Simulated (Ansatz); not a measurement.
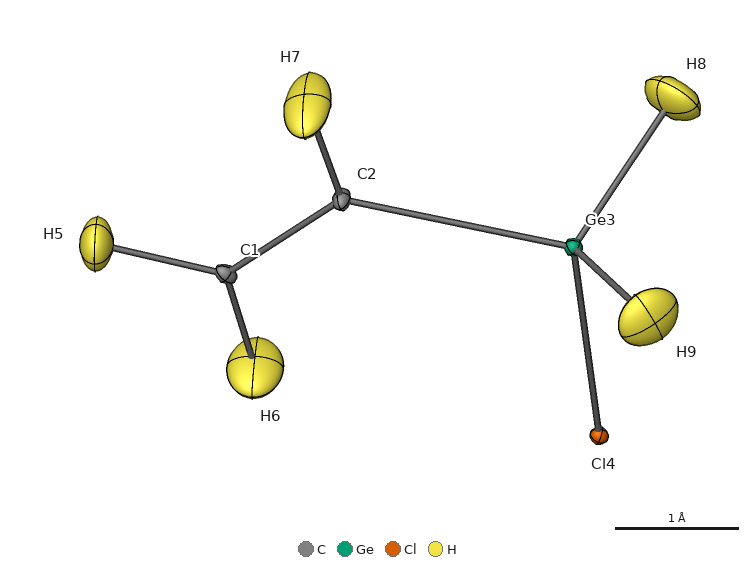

Displacement ellipsoids at the 50 % level, from the internal vibrations of the free molecule (harmonic, no overall translation or rotation; no half-axis is drawn under 0.075 Å). Vibrations computed with RKS PBE0-D4/def2-TZVP (Ansatz 0.2.0). Temperature: 0 K (zero-point motion alone).

Give the displacement parameters, one line for each set of equivalent atoms.

```csv
atom,U_eq (Å²),rms amplitudes (Å)
C1,0.0027,"0.037, 0.050, 0.065"
C2,0.0029,"0.035, 0.047, 0.074"
Ge3,0.00023,"0.011, 0.013, 0.020"
Cl4,0.00080,"0.015, 0.026, 0.039"
H5,0.0169,"0.088, 0.143, 0.150"
H6,0.0254,"0.086, 0.148, 0.217"
H7,0.0263,"0.084, 0.125, 0.237"
"H8, H9",0.0207,"0.088, 0.155, 0.174"
```
